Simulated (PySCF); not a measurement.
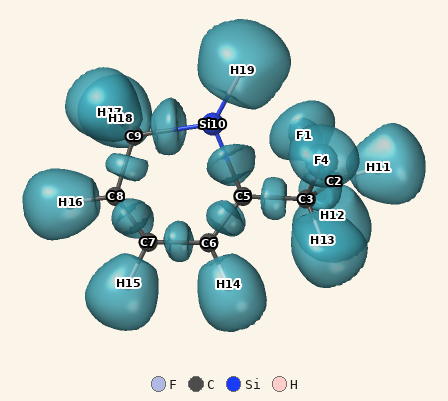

C7H9F2Si (charge +1). Isosurface of the ELF at 0.75 (cyan), seen across its widest extent. Only the valence region is drawn (cores and ρ < 0.01 e/Å³ removed).

Geometry: GFN2-xTB.

All numbers below come from PBE0/pcSseg-1, SCF density, gas phase, non-relativistic in PySCF.

```xyz
19

F    -1.9114    1.3965    1.0342
C    -2.6577    0.4163    0.4019
C    -1.8630   -0.0799   -0.8088
F    -1.9444    0.8854   -1.7961
C    -0.4085   -0.2154   -0.4458
C     0.2287   -1.4049   -0.3218
C     1.6004   -1.5824    0.0660
C     2.4681   -0.6140    0.3992
C     2.2174    0.8624    0.4222
Si    0.4796    1.3785   -0.1187
H    -3.6005    0.8741    0.0937
H    -2.8233   -0.3819    1.1272
H    -2.3067   -0.9946   -1.2139
H    -0.3254   -2.3143   -0.5191
H     1.9433   -2.6064    0.0996
H     3.4692   -0.8982    0.6928
H     2.9778    1.3386   -0.2077
H     2.4492    1.2239    1.4311
H    -0.0027    2.7255   -0.3433
```

### What do the ELF domains correspond to?

At this value the surface marks out six regions between bonded C–C atoms (shared pairs), two regions between bonded C–Si atoms (shared pairs), nine regions around hydrogen nuclei and two regions on F in which the atom's valence shell and bonds are merged. Along the contacts the grid gives the following. C–C (1.34 Å): the ELF peaks at about 0.95 between the atoms (a short, multiple covalent bond). C–F (1.38 Å): the ELF peaks at about 0.85 between the atoms, as expected for a shared but strongly polarised pair.
